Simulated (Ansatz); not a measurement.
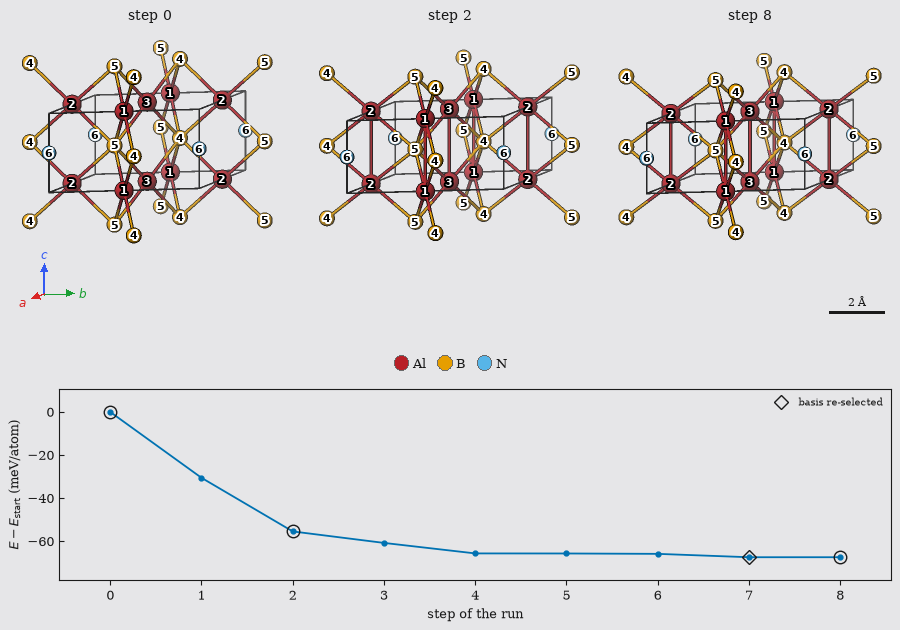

Frames of a relaxation of a crystal of Al3B2N (a generated structure, set up in P6/mmm), marked on the history of the run. Style: ball-and-stick. Shown: the cell of the calculation, slightly off an axis.

Theory: Ansatz, DFT PBE, scalar-relativistic, plane waves, PAW.

Input file:
```yaml
crystal:
  lattice:
    - [5.6627117533, 0.0, 0.0]
    - [-2.8313558767, 4.9040522327, 0.0]
    - [0.0, 0.0, 2.9348236271]
  atoms:
    - { symbol: Al, position: [0.0, 0.5, 0.0] }
    - { symbol: Al, position: [0.5, 0.0, 0.0] }
    - { symbol: Al, position: [0.5, 0.5, 0.0] }
    - { symbol: B, position: [0.3333333333, 0.6666666667, 0.5] }
    - { symbol: B, position: [0.6666666667, 0.3333333333, 0.5] }
    - { symbol: "N", position: [0.0, 0.0, 0.5], spin: 2.05 }
basis:
  ecutwfc: 420
kpoints:
  mp_grid: { grid: [12, 12, 12] }
hamiltonian:
  xc: pbe
scf:
  occupations: { method: gaussian, width: 0.1 }
output:
  forces: true
  stress: true
  eigenvalues: true
  populations: true
magnetization:
  spin_polarized: true
relax:
  adjacent_minimum: "off"
  f_tol: 0.01
  max_steps: 80
  cell: { stress_tol: 0.05 }
```

Command:
```bash
ansatz run input.yaml --threads 1 --pin off --max-ram 2560MiB --backend cpu --events-out ev --progress --plain --runs-dir out
```

Q: Describe the path.

A: The run was cut off at its time limit before the relaxation converged, so the last structure is only a point on the way. Over 7 accepted moves (8 points after the start) the energy falls by 67.4 meV per atom. All forces vanish by symmetry, so only the cell relaxes. The pressure goes from −0.59 to −0.01 GPa. At 1 point the geometry stayed and the basis and grid were re-selected for the new cell (energy shift of 1.6 meV per atom at most each time). No atom moves by more than 0.005 Å relative to the cell. Cell: a = b 5.663 → 5.962 Å (+5.3 %), c 2.935 → 2.609 Å (−11.1 %). Volume −1.5 %. Near-neighbour distances that change, for instance: Al1–Al1 2.935 → 2.609 Å, Al1–B4 2.197 → 2.160 Å. Bond angles that change, for instance: B4–Al1–B4 83.8° → 74.3°, Al1–B4–Al1 83.8° → 74.3°, B4–Al1–B5 96.2° → 105.7°. The space group stays P6/mmm (No. 191). The run took 6.9 min on 1 thread of Arm Neoverse V2 (shared host), peak memory 0.98 GiB. From step 0 to 2: volume −0.3 %, energy −55.4 meV per atom. From step 2 to 8: volume −1.1 %, energy −12.0 meV per atom.
